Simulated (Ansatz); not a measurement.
BClH$_{2}$

The calculation's input:

```
crystal:
  periodic: [false, false, false]
  atoms:
    - { symbol: B, position_ang: [0.340033, 0.0, 0.04156] }
    - { symbol: Cl, position_ang: [0.744694, 0.0, 1.813393] }
    - { symbol: H, position_ang: [1.262481, 0.0, -0.707289] }
    - { symbol: H, position_ang: [-0.810908, 0.0, -0.260664] }
basis:
  gaussian: { orbitals: cc-pVDZ }
hamiltonian:
  xc: hf
relax:
  f_tol: 0.03
  max_steps: 50
output:
  orbitals: {}
```

Command:

```sh
ansatz run input.yaml --threads 1 --pin off --max-ram 2048MiB --backend cpu --events-out ev --progress --plain --runs-dir out
```

The fields are those of the run's last geometry, not of the input's.

Theory: Ansatz 0.2.0, RHF/cc-pVDZ.

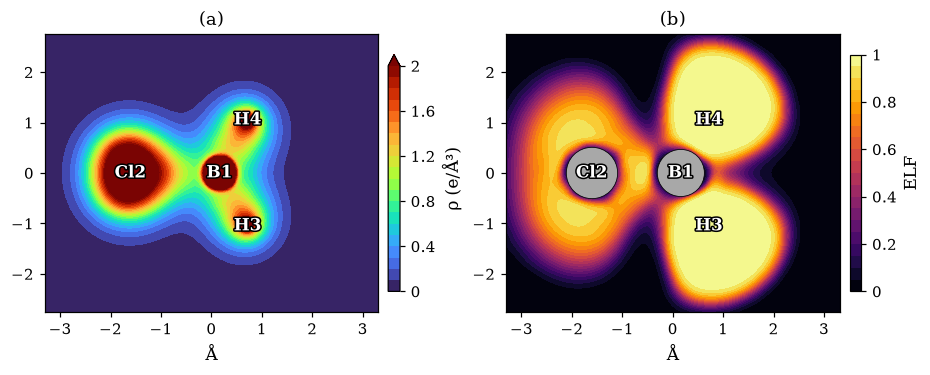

Figure 1. (a) total electron density; (b) ELF on the molecular plane. Grey discs cover the atomic cores in the ELF map.

Question: Describe what can be read from this map.

Answer: Atoms in the plane: B, Cl and H. B–Cl (1.76 Å): ρ at the midpoint is about 1.3 e/Å³; the ELF peaks at about 0.90 between the atoms: a shared but strongly polarised pair. B–H (1.19 Å): ρ at the midpoint is about 1.3 e/Å³; the ELF climbs to about 1 towards the hydrogen, as it does in any bond to H (an ordinary covalent bond to hydrogen). The ELF also peaks beside Cl2, away from the bonds: lone-pair regions.

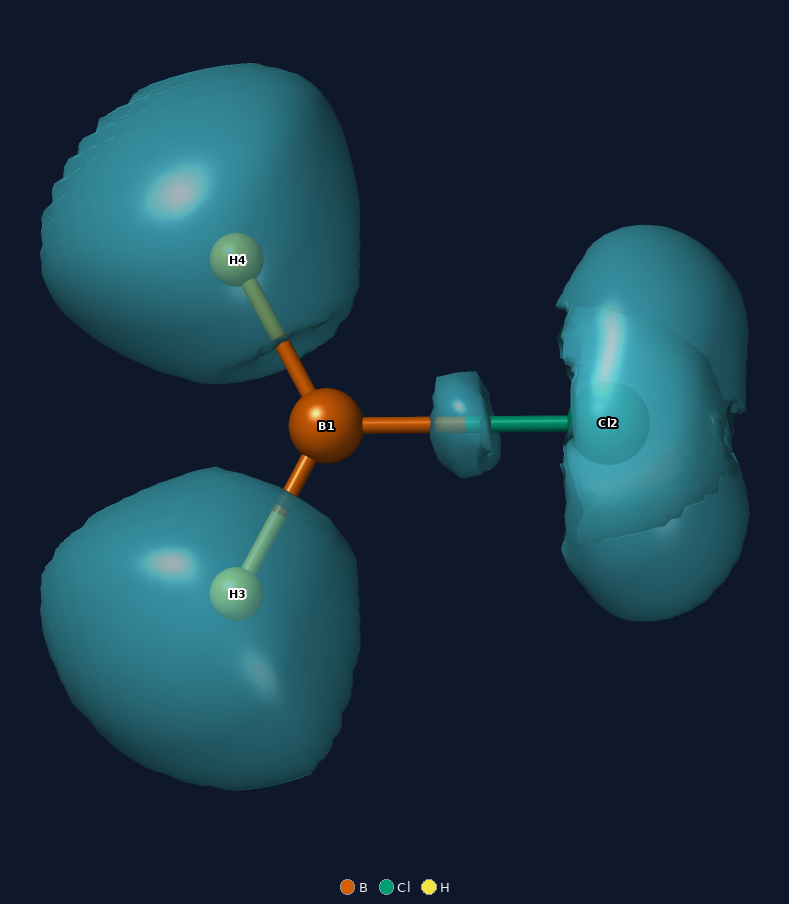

Figure 2. Isosurface of the ELF at 0.85 (cyan), seen across its widest extent. Only the valence region is drawn (cores and ρ < 0.01 e/Å³ removed).

Question: Identify the bonds, lone pairs and shells in this picture.

Answer: The ELF exceeds this value in one region between bonded B–Cl atoms (shared pairs), two regions around hydrogen nuclei and one ring or bowl of non-bonding electrons around Cl.

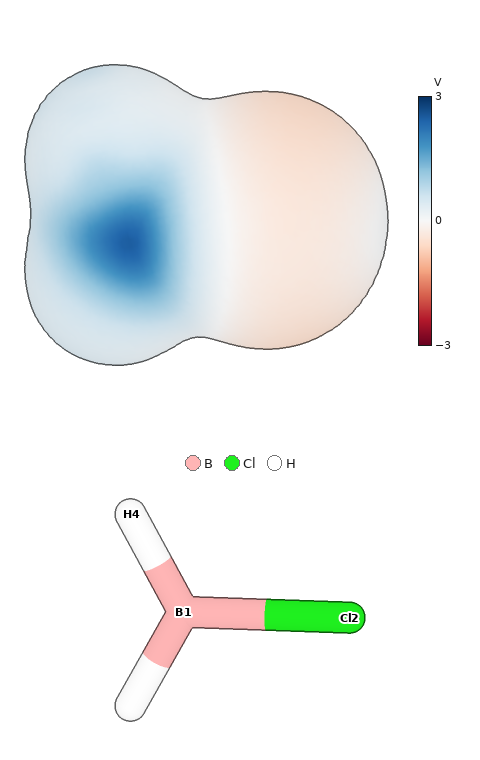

Figure 3. The molecular electrostatic potential painted on the density surface at 0.002 e/bohr³, seen at a tilt; red is negative and blue positive. The bare structure is drawn below in the same view.

Question: Which sites attract a positive test charge, and which a negative one?

Answer: A positive charge is drawn to the negative regions and a negative charge to the positive ones. The most negative region (about −0.5 V) lies over Cl2, the most positive (about +2.4 V) over B1.
